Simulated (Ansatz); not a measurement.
**How methods differ on SiH2F− (SMILES F[SiH2-])**

SiH2F−: 4 atoms, total charge -1, spin state singlet. As SMILES, `F[SiH2-]`. The coordinates come from a GFN2-xTB relaxation.

```xyz
4

F     1.2242    0.6908   -0.3839
Si   -0.1140   -0.3916   -0.4401
H    -1.1854    0.6583   -0.1433
H     0.0751   -0.9576    0.9672
```

Quantity: the energy change with the F1–Si2 bond stretched from 1.722 to 2.583 Å, in eV. The values are calculated.

```csv
level,kind,program,value (eV),less FCI/STO-3G
revPBE/STO-3G (restricted),GGA,Ansatz,2.84,-0.46
r2SCAN/STO-3G (restricted),meta-GGA,Ansatz,3.15,-0.15
B3LYP/STO-3G (restricted),global hybrid,Ansatz,3.33,+0.03
CAM-B3LYP/STO-3G (restricted),range-separated hybrid,Ansatz,3.71,+0.41
HSE06/STO-3G (restricted),range-separated hybrid,Ansatz,3.44,+0.14
RPA@PBE/STO-3G (restricted),RPA,Ansatz,2.66,-0.64
MP2/STO-3G (restricted),perturbation theory,Ansatz,3.91,+0.61
CCSD(T)/STO-3G (restricted),coupled cluster or CI,Ansatz,3.27,-0.03
CCSD/STO-3G (restricted),coupled cluster or CI,Ansatz,3.29,-0.01
FCI/STO-3G,exact in the basis,Ansatz,3.30,0.00
```

FCI/STO-3G is exact within its basis and frozen core, so for wave-function methods in that basis the difference is their error; functionals converge differently with the basis, so for them it is only a difference. Sets without diffuse functions describe the anion poorly. The first shape isn't each level's own minimum. The values span 2.66 to 3.91 eV. All rows use very small basis sets, so none should be taken for the real molecule's value.

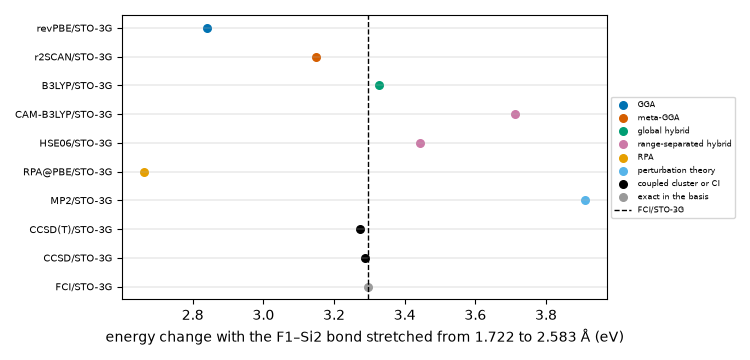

The values of the table, level by level.
